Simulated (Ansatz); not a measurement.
LiBr (rock salt)

Space group Fm-3m (No. 225); a = b = c = 5.411 Å, α = β = γ = 90.00°

```tsv
atom	site	symmetry	x	y	z
Br	4a	m-3m	0.0000	0.0000	0.0000
Li	4b	m-3m	0.5000	0.5000	0.5000
```
(The calculation used a cell of 2 atoms; values per cell refer to that cell.)

E(V) scan at fixed shape, V₀ the volume above. Symmetry pins the atoms to their sites.

Calculation: PBEsol (plane waves to 420 eV, PAW, scalar-relativistic; Ansatz, a program for electronic structure). k mesh 11×11×11 (Γ-centred), Fermi-Dirac smearing 0.05 eV. The energy includes the smearing's −TS. LiBr was relaxed with its symmetry unable to fall. ΔE is measured from the relaxed starting cell.

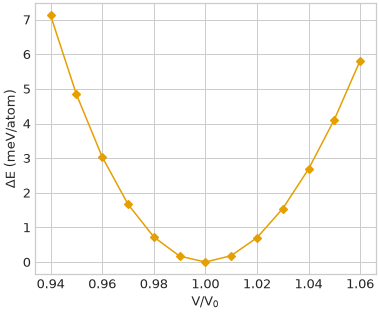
Figure. ΔE (meV/atom) against V/V₀; computed points joined by lines.

Task: What bulk modulus B₀ follows from a third-order Birch-Murnaghan fit?

Result: About 29 GPa.

Task: What is ΔE at V/V₀ = 1.060?

Result: About 5.8 meV/atom.

Task: What is ΔE at V/V₀ = 0.940?

Result: About 7.1 meV/atom.

(A scan under strain: stresses follow from slopes of the energy per volume, elastic moduli from its curvatures.)
